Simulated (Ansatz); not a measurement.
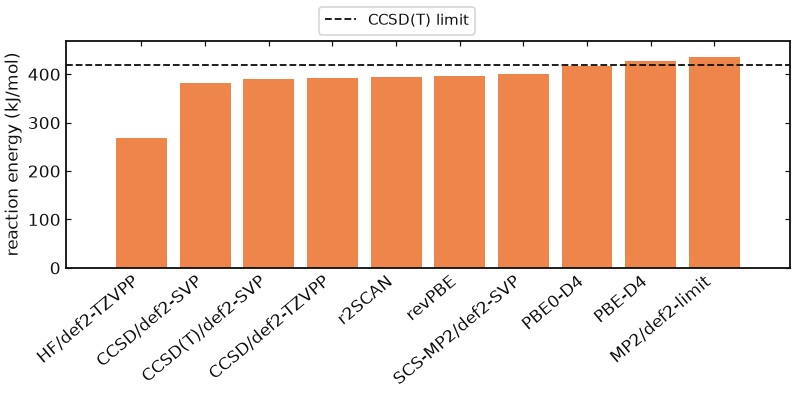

Electronic reaction energy of CH₆SSn (C[S][SnH3]) → CH₂ ([CH2]) [triplet] + SnH₄S ([SH][SnH3]) (SMILES in brackets) at several levels (functionals in def2-TZVPP unless a basis is named), isolated molecules at PBE0-D4 triple-zeta geometries, minima by their frequencies, no zero-point or thermal terms, the Ansatz code. The line is frozen-core CCSD(T) at the basis limit (MP2 extrapolated from triple and quadruple zeta, plus CCSD(T) less MP2 in a smaller set). No dispersion term is added to r2SCAN and revPBE. The distance of CCSD/def2-SVP, CCSD(T)/def2-SVP, CCSD/def2-TZVPP and SCS-MP2/def2-SVP to the limit includes basis error. Core potentials past Kr. The limit lies 14.3 kJ/mol from CCSD(T)/def2-TZVPP, so the line itself is uncertain by a part of that.

What range do the values span, the line included?

Answer. From 267.5 kJ/mol (HF/def2-TZVPP) to 434.6 kJ/mol (MP2/def2-limit).

Give the values.

Answer.
```tsv
level	kJ/mol	less CCSD(T) limit
HF/def2-TZVPP	267.5	−152.1
CCSD/def2-SVP	382.0	−37.5
CCSD(T)/def2-SVP	391.0	−28.6
CCSD/def2-TZVPP	392.8	−26.7
r2SCAN	394.5	−25.1
revPBE	396.3	−23.2
SCS-MP2/def2-SVP	400.1	−19.4
PBE0-D4	416.8	−2.8
PBE-D4	427.4	7.9
MP2/def2-limit	434.6	15.1
CCSD(T) limit	419.5	0.0
```

Caveats: outer-core shells are correlated without core-valence functions, which makes the correlated values less sure; spin-orbit coupling is left out, and with Sn it can shift these values; other spin states of the triplet species weren't compared here.
